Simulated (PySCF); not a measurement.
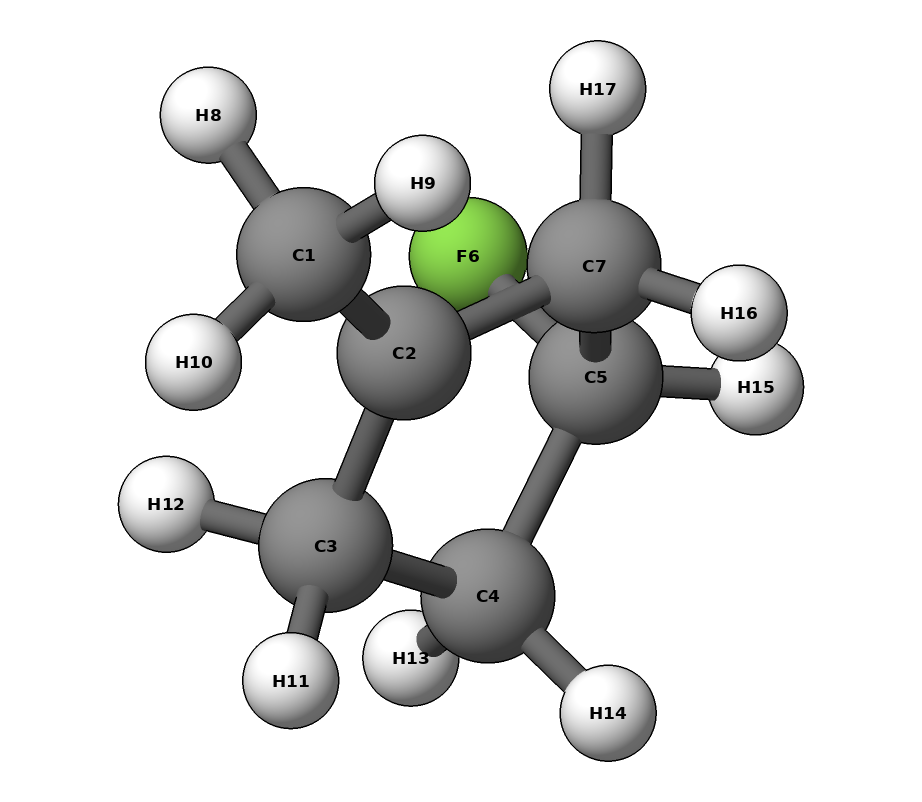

Charge +1, singlet. Computed geometry: GFN2-xTB optimisation. No frequency run is at hand to confirm it as a minimum. Properties computed with GIAO PBE0/pcSseg-1 NMR shielding, non-relativistic, gas phase (PySCF 2.14.0). Principal shieldings σ11 ≤ σ22 ≤ σ33, span Ω = σ33 − σ11, skew κ = 3(σiso − σ22)/Ω.

Which C atom has the most anisotropic shielding?

C2, with a span of 470 ppm.

Give the shielding tensors of the C atoms.

```
atom     σ11     σ22    σ33    σiso      Ω      κ
  C1    96.9   158.8  169.3   141.7   72.4  −0.71
  C2  −335.9  −308.2  134.1  −170.0  469.9   0.88
  C3    87.7   124.8  151.0   121.2   63.3  −0.17
  C4   127.2   147.8  170.8   148.6   43.6   0.06
  C5    63.5    82.7  118.0    88.1   54.5   0.29
  C7    84.4   111.9  142.9   113.1   58.4   0.06
```

Shieldings and span in ppm.
